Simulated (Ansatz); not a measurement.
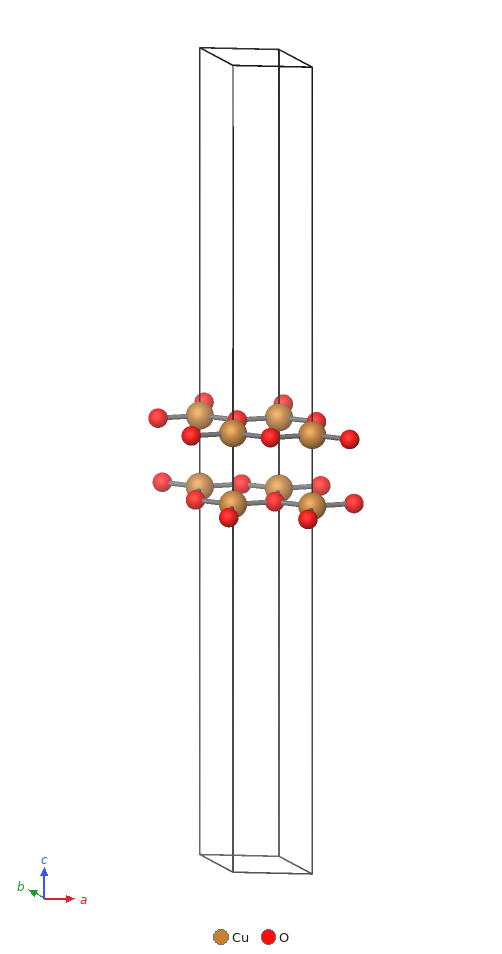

Ball-and-stick representation of a periodic structure, projected from the side at a slight tilt. Thin lines show the simulation cell, with boundary atoms drawn in all their periodic places. Some atoms of the next cells are drawn as well.

```yaml
crystal:
  lattice:
    - [3.19214, 0.00000, 0.00000]
    - [-1.59607, 2.76447, 0.00000]
    - [0.00000, 0.00000, 33.39007]
  atoms:
    - { symbol: Cu, position: [0.00000, 0.00000, 0.45587] }
    - { symbol: Cu, position: [0.00000, 0.00000, 0.54413] }
    - { symbol: O, position: [0.66667, 0.33333, 0.45338] }
    - { symbol: O, position: [0.33333, 0.66667, 0.54662] }
```

Level of theory and settings: Ansatz 0.2.0, DFT PBE, scalar-relativistic, plane waves, PAW, a cutoff energy of 420 eV, the zone sampled with 18×18×1 points, Gaussian smearing of 0.1 eV, collinear spins.

List the Bader charges.

Answer. Cu +1.01 e; O -1.01 e.

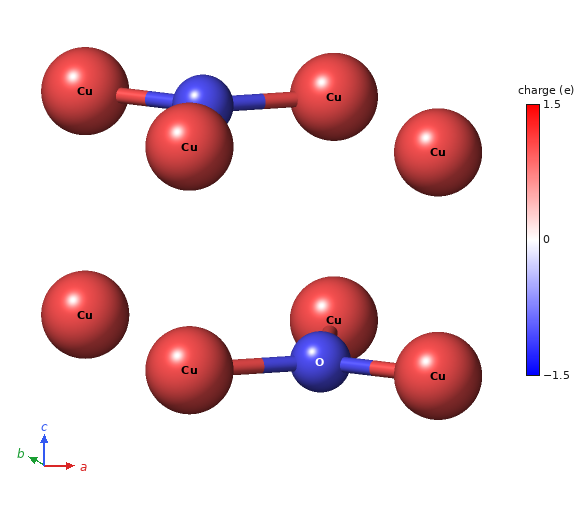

The atoms coloured by those charges.

Its origin is a structure type filled with these elements by a generator (whether the compound takes this form wasn't checked). Earlier steps of the study may have refined or changed the cell and positions. A calculation with Ansatz used it as input.
